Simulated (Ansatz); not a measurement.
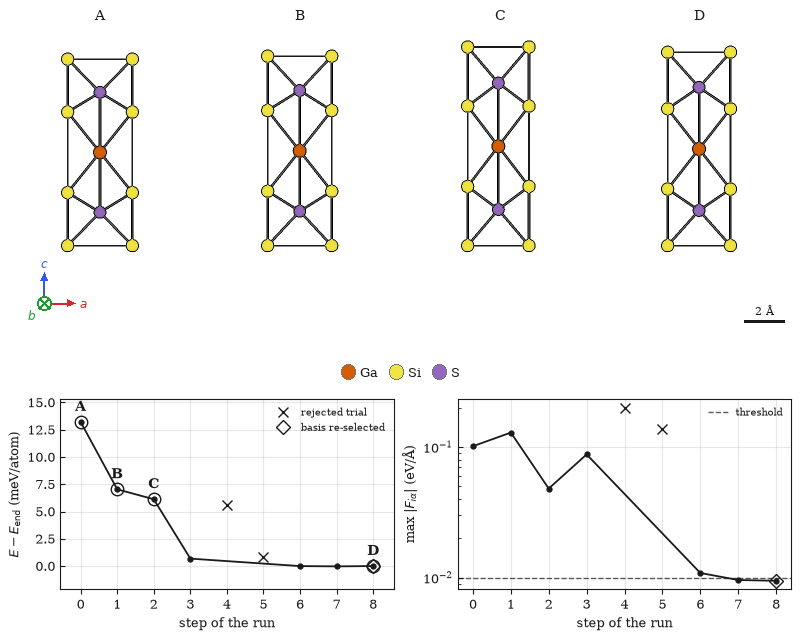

Frames of a relaxation of solid GaSi3S2 (a generated structure, set up in P4/mmm), marked on the history of the run. Style: ball-and-stick. Shown: the cell of the calculation, along the b axis.

All numbers below come from DFT PBE, scalar-relativistic, plane waves, PAW in Ansatz. (plane-wave cutoff 420 eV; k-point mesh 12 × 12 × 4; occupations gaussian; smearing width 0.1 eV; no spin polarisation; cell and atoms relaxed; force threshold 0.01 eV/Å; at most 80 steps)

> What happens along the run?

Over 5 accepted moves (8 points after the start) the energy falls by 13.2 meV per atom. Largest force component: 0.1 eV/Å at the start, 0.0095 eV/Å at the end. The pressure goes from −0.32 to 0.02 GPa. The line search rejected the trial steps at points 4, 5 of the run. At 1 point the geometry stayed and the basis and grid were re-selected for the new cell (energy shift of less than 0.05 meV per atom at most each time). The largest moves relative to the cell, 0.081 Å, are those of Si atoms. By element the largest moves are Si 0.081 Å, S 0.031 Å. Ga stays in place. The volume changes by −2.2 %, with a = b 3.298 → 3.203 Å (−2.9 %), c 9.510 → 9.860 Å (+3.7 %). Some distances before and after: Si–Si 2.702 → 2.883 Å, Ga–S 3.056 → 3.138 Å, Ga–Si 3.107 → 3.053 Å, S–Si 2.538 → 2.513 Å. Bond angles that change, for instance: S–Si–S 133.5° → 128.6°, Si–S–Si 133.5° → 128.6°. The space group stays P4/mmm (No. 123). The run took 2.4 min on 1 thread of Intel(R) Xeon(R) Platinum 8259CL CPU @ 2.50GHz (Skylake/Cascade Lake) (shared host), peak memory 0.57 GiB. From step 0 to 1: Si and S atoms move most (0.03 Å), volume −0.3 %, energy −6.2 meV per atom. From step 1 to 2: Si atoms move most (0.11 Å), volume −3.8 %, energy −0.9 meV per atom. From step 2 to 8: Si atoms move most (0.05 Å), volume +2.0 %, energy −6.1 meV per atom.

```csv
step,"E − E(0), meV/atom","largest force component, eV/Å","pressure, GPa","volume, Å³/atom",note
0,0.00,0.1014,-0.32,17.240,
1,-6.18,0.1290,-0.31,17.182,
2,-7.09,0.0481,0.78,16.523,
3,-12.53,0.0878,-0.36,16.911,
4,-7.61,0.2006,0.31,16.992,rejected
5,-12.42,0.1368,0.59,16.790,rejected
6,-13.21,0.0109,-0.01,16.866,
7,-13.24,0.0096,0.02,16.856,
8,-13.21,0.0095,0.02,16.856,"same geometry, new basis"
```
